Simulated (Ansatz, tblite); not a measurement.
# Diborane mono Me (CH₈B₂): spin states and exact exchange

Is the singlet the ground state of diborane mono Me (CH₈B₂)? Other spin states are computed and compared level by level.

Computed with Ansatz 0.2.0, Gaussian basis. Level: as each input shows.

Plan: triplet, at the geometry of the singlet (GFN1-xTB, GFN2-xTB, PBE0-D4/def2-TZVP, PBE-D4/def2-TZVP, r2SCAN-D4/def2-TZVP); the singlet's energies come from earlier runs.

1 further run of the same task is left out (it didn't finish). Runs told in other sessions of the task aren't counted.

## (1) The relaxed structure

The geometry is that of the singlet, from an earlier relaxation (r2SCAN-D4/def2-TZVP).

11 atoms, charge 0, spin multiplicity 1.

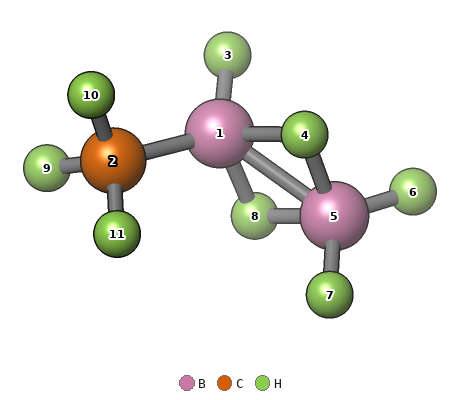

The geometry (boron pink, carbon orange, hydrogen green); atoms are numbered from 1 in the order of the file.

## (2) Triplet at the fixed geometry, GFN1-xTB

Tight binding, by tblite at 300 K electronic temperature and without a spin-polarisation term:

```python
tblite.interface.Calculator('GFN1-xTB', numbers, positions, charge=0, uhf=2).singlepoint()
```

Energy -242.3922 eV; 0.005 s.

## (3) Triplet at the fixed geometry, GFN2-xTB

Tight binding, by tblite at 300 K electronic temperature and without a spin-polarisation term:

```python
tblite.interface.Calculator('GFN2-xTB', numbers, positions, charge=0, uhf=2).singlepoint()
```

Energy -229.6172 eV; 0.003 s.

## (4) Triplet at the fixed geometry, PBE0-D4/def2-TZVP

The input, in.yaml:

```yaml
crystal:
  periodic: [false, false, false]
  atoms:
    - {symbol: B, position_ang: [-0.367640, 0.447661, 0.017837]}
    - {symbol: C, position_ang: [-0.961932, -0.836460, 0.698598]}
    - {symbol: H, position_ang: [-0.986288, 1.468647, -0.039907]}
    - {symbol: H, position_ang: [0.845453, 0.755550, 0.494821]}
    - {symbol: B, position_ang: [1.247841, 0.471495, -0.706459]}
    - {symbol: H, position_ang: [1.650241, 1.471953, -1.210491]}
    - {symbol: H, position_ang: [1.898031, -0.527389, -0.669859]}
    - {symbol: H, position_ang: [0.085850, 0.198741, -1.217417]}
    - {symbol: H, position_ang: [-1.896188, -1.127464, 0.207552]}
    - {symbol: H, position_ang: [-1.226306, -0.626063, 1.739885]}
    - {symbol: H, position_ang: [-0.289061, -1.696671, 0.685450]}
basis:
  gaussian: {orbitals: def2-TZVP}
magnetization: {spin_polarized: true, initial_magnetization: 2}
hamiltonian: {xc: pbe0, dispersion: d4}
scf: {omitted_lower_state_checks: [starts]}
output: {orbitals: {seedname: orbitals}}
```

Run with:

```sh
ansatz run in.yaml --threads 4 --pin off --events-out ev --progress --plain --max-ram 3916MiB
```

Log:

```text
Functional definition: PBE0
  name "PBE0"
  cite "Adamo & Barone, J. Chem. Phys. 110, 6158 (1999) doi:10.1063/1.478522"
  cite "Perdew, Burke & Ernzerhof, Phys. Rev. Lett. 77, 3865 (1996) doi:10.1103/PhysRevLett.77.3865"
  parent pbe
  parameter a = 0.25
  parameter kappa = 0.804
  parameter beta = 0.06672455060314922
  exchange = (1 - a)*pbe_x(kappa = kappa, mu = beta*pi^2/3) + a*exact_x
  correlation = pbe_c(beta = beta)
these checks for a lower state are left out or cut short: starts
870 factors; their error is unknown
mean field evaluation 1: about -2503.7900 eV, gradient 3.6e1 eV
mean field evaluation 2: about -2497.0452 eV, gradient 4.7e1 eV
mean field evaluation 4: about -2510.6121 eV, gradient 5.2e0 eV
mean field evaluation 8: about -2510.8029 eV, gradient 2.1e-1 eV
mean field evaluation 16: about -2510.7981 eV, gradient 2.2e-3 eV
mean field -2510.79813402 eV, -92.2701295450 hartree, gradient 5.5e-5 eV, S^2 2.007979; 0 other end points of the search recorded, 0 dependent functions left out
reference -2510.79817192 eV, -92.2701309378 hartree; 13, 11 occupied and 128, 130 virtual orbitals, 870 factors
Total energy: -2510.91506502 eV, -92.2744266802 hartree
Checks for a lower state left out: starts
```

Run time: 2.4 s. Hardware: 4 threads of Arm Neoverse V1, shared host.

Report: HOMO -2.84 eV, LUMO -7.15 eV (over both spins; with the spin held, an empty level of the minority spin lies below the top filled one); ⟨S²⟩ 2.008 (pure: 2.00).

## (5) Triplet at the fixed geometry, PBE-D4/def2-TZVP

start.molden holds the orbitals of an earlier run on this state, given as this run's starting guess.

in.yaml: that of step 4 with these lines changed.

```diff
@@ -15,5 +15,5 @@
 basis:
-  gaussian: {orbitals: def2-TZVP}
+  gaussian: {orbitals: def2-TZVP, initial_orbitals: start.molden}
 magnetization: {spin_polarized: true, initial_magnetization: 2}
-hamiltonian: {xc: pbe0, dispersion: d4}
+hamiltonian: {xc: pbe, dispersion: d4}
 scf: {omitted_lower_state_checks: [starts]}
```

Same command.

Log:

```text
Functional definition: PBE
  name "PBE"
  cite "Perdew, Burke & Ernzerhof, Phys. Rev. Lett. 77, 3865 (1996) doi:10.1103/PhysRevLett.77.3865"
  parent pbe
  parameter kappa = 0.804
  parameter beta = 0.06672455060314922
  exchange = pbe_x(kappa = kappa, mu = beta*pi^2/3)
  correlation = pbe_c(beta = beta)
these checks for a lower state are left out or cut short: starts
870 factors; their error is unknown
mean field evaluation 1: about -2510.4216 eV, gradient 4.3e0 eV
mean field evaluation 2: about -2510.4759 eV, gradient 5.7e-2 eV
mean field evaluation 4: about -2510.4600 eV, gradient 6.0e-4 eV
mean field -2510.46001408 eV, -92.2577038664 hartree, gradient 3.7e-5 eV, S^2 2.003947; 0 other end points of the search recorded, 0 dependent functions left out
reference -2510.46006463 eV, -92.2577057242 hartree; 13, 11 occupied and 128, 130 virtual orbitals, 870 factors
Total energy: -2510.60098717 eV, -92.2628845320 hartree
Checks for a lower state left out: starts
```

Run time: 1.6 s. Hardware: 4 threads of Arm Neoverse V1, shared host.

From the report: HOMO -1.99 eV, LUMO -7.69 eV (over both spins; with the spin held, an empty level of the minority spin lies below the top filled one); ⟨S²⟩ 2.004 (pure: 2.00).

## (6) Triplet at the fixed geometry, r2SCAN-D4/def2-TZVP

in.yaml: that of step 5 with these lines changed.

```diff
@@ -17,3 +17,3 @@
 magnetization: {spin_polarized: true, initial_magnetization: 2}
-hamiltonian: {xc: pbe, dispersion: d4}
+hamiltonian: {xc: r2scan, dispersion: d4}
 scf: {omitted_lower_state_checks: [starts]}
```

The command is unchanged.

Log:

```text
Functional definition: r2SCAN
  name "r2SCAN"
  cite "Furness, Kaplan, Ning, Perdew & Sun, J. Phys. Chem. Lett. 11, 8208 (2020) doi:10.1021/acs.jpclett.0c02405"
  cite "Furness, Kaplan, Ning, Perdew & Sun, J. Phys. Chem. Lett. 11, 9248 (2020) doi:10.1021/acs.jpclett.0c03077"
  parent r2scan
  parameter k0 = 0.174
  parameter k1 = 0.065
  parameter a1 = 4.9479
  exchange = r2scan_x(k0 = k0, k1 = k1, a1 = a1)
  correlation = r2scan_c
these checks for a lower state are left out or cut short: starts
870 factors; their error is unknown
mean field evaluation 1: about -2512.8119 eV, gradient 2.7e0 eV
mean field evaluation 2: about -2512.8425 eV, gradient 3.4e-2 eV
mean field evaluation 4: about -2512.8308 eV, gradient 2.6e-4 eV
mean field -2512.83077115 eV, -92.3448275820 hartree, gradient 2.2e-5 eV, S^2 2.010614; 0 other end points of the search recorded, 0 dependent functions left out
reference -2512.83078982 eV, -92.3448282681 hartree; 13, 11 occupied and 128, 130 virtual orbitals, 870 factors
Total energy: -2512.86548616 eV, -92.3461033351 hartree
Checks for a lower state left out: starts
```

Run time: 2.8 s. Hardware: 4 threads of Arm Neoverse V1, shared host.

From the report: HOMO -2.18 eV, LUMO -7.72 eV (over both spins; with the spin held, an empty level of the minority spin lies below the top filled one); ⟨S²⟩ 2.011 (pure: 2.00).

## (7) Triplet less singlet, vertical

The singlet's energies are those of its earlier runs, whose logs aren't repeated here.

```csv
level,"triplet less singlet, vertical (kJ/mol)",time
GFN1-xTB,+633.5,0.009 s
GFN2-xTB,+578.3,0.005 s
PBE-D4/def2-TZVP,+563.2,3.2 s
r2SCAN-D4/def2-TZVP,+583.0,4.6 s
PBE0-D4/def2-TZVP,+613.1,3.4 s
```

Times add the two runs; a level without a time comes out of a correlated run. Tight binding without a spin term can't rank spin states.

## (8) What came out

| quantity | value |
| --- | --- |
| triplet less singlet, vertical, functionals in def2-TZVP | +563.2 (PBE-D4) to +613.1 kJ/mol (PBE0-D4) |

In words: All functionals put the triplet above the singlet, over a spread of 49.9 kJ/mol. The checks for a lower triplet were left out, so another state of that spin may lie lower. These are electronic energies, without zero-point motion, entropy or surroundings.
